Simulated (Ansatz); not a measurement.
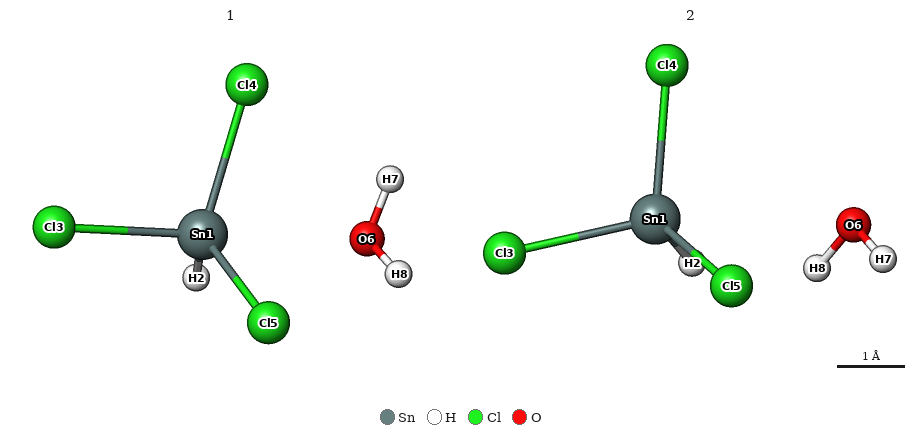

Two geometries of SnH3OCl3, drawn at one scale. One is the start of a relaxation, the other its converged end. The picture is a ball-and-stick view, seen at a tilt.

Theory: RKS BHLYP/def2-SVP (Ansatz). (no spin polarisation; force threshold 0.03 eV/Å; at most 50 steps)

Q: Which of the two is the end point?

A: Structure 1 is the relaxed one. The run prepares an end point of a later path (reaction) calculation, from a guessed geometry. The largest moves after the best rigid fit, 1.38 Å, are those of H7 and H8. By element the largest moves are H 1.38 Å, Cl 0.69 Å, O 0.46 Å, Sn 0.35 Å. Some distances before and after: Sn1–O6 3.153 → 2.566 Å, Sn1–H2 1.725 → 1.683 Å, Sn1–Cl4 2.316 → 2.350 Å, Sn1–Cl3 2.330 → 2.350 Å. Among the angles between lasting bonds that change: H2–Sn1–Cl5 109.9° → 117.7°, Cl3–Sn1–Cl5 106.6° → 101.1°, Cl3–Sn1–Cl4 106.4° → 101.2°. Over 19 accepted moves (21 points after the start) the energy falls by 39.9 kJ/mol. The largest force component goes from 1.1 to 0.029 eV/Å. The line search rejected the trial steps at points 2, 20 of the run.
